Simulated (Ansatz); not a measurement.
The figure comes from a scan of MgAu (CsCl type): a phonon pattern at X = (0.5, 0.0, 0.0) is frozen into a 4-atom cell, Q being the largest atomic displacement. Computed with LDA (plane waves to 420 eV, PAW, scalar-relativistic; Ansatz, a quantum-chemistry and plane-wave program). k mesh 7×14×14 (Γ-centred), Fermi-Dirac smearing 0.05 eV. The energy includes the smearing's −TS. With partly filled bands, energies and forces of such displacements shift with the k mesh and the smearing. MgAu was relaxed with its symmetry unable to fall. Spin-orbit coupling is left out, though Au is heavy. ΔE is measured from the undisplaced structure.

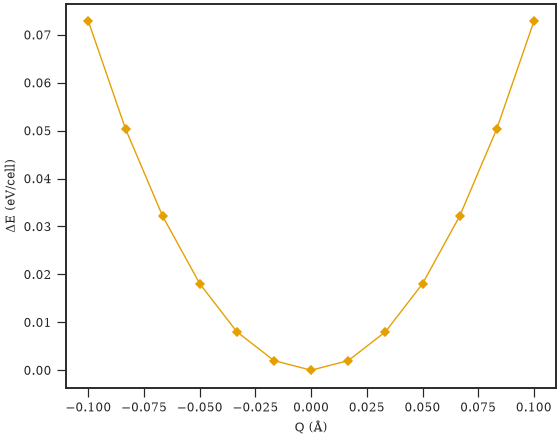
Fig. 1. ΔE (eV/cell) against Q (Å); computed points joined by lines.

Task: List the plotted points as numbers.

Result: To the nearest 0.001:

```json
[
 {"Q (Å)": "-0.100", "ΔE (eV/cell)": "0.073"},
 {"Q (Å)": "-0.083", "ΔE (eV/cell)": "0.050"},
 {"Q (Å)": "-0.067", "ΔE (eV/cell)": "0.032"},
 {"Q (Å)": "-0.050", "ΔE (eV/cell)": "0.018"},
 {"Q (Å)": "-0.033", "ΔE (eV/cell)": "0.008"},
 {"Q (Å)": "-0.017", "ΔE (eV/cell)": "0.002"},
 {"Q (Å)": "0.000", "ΔE (eV/cell)": "0.000"},
 {"Q (Å)": "0.017", "ΔE (eV/cell)": "0.002"},
 {"Q (Å)": "0.033", "ΔE (eV/cell)": "0.008"},
 {"Q (Å)": "0.050", "ΔE (eV/cell)": "0.018"},
 {"Q (Å)": "0.067", "ΔE (eV/cell)": "0.032"},
 {"Q (Å)": "0.083", "ΔE (eV/cell)": "0.050"},
 {"Q (Å)": "0.100", "ΔE (eV/cell)": "0.073"}
]
```

(For displaced atoms, the force is minus the slope of the energy, and its curvature is a force constant, which sets phonon frequencies.)
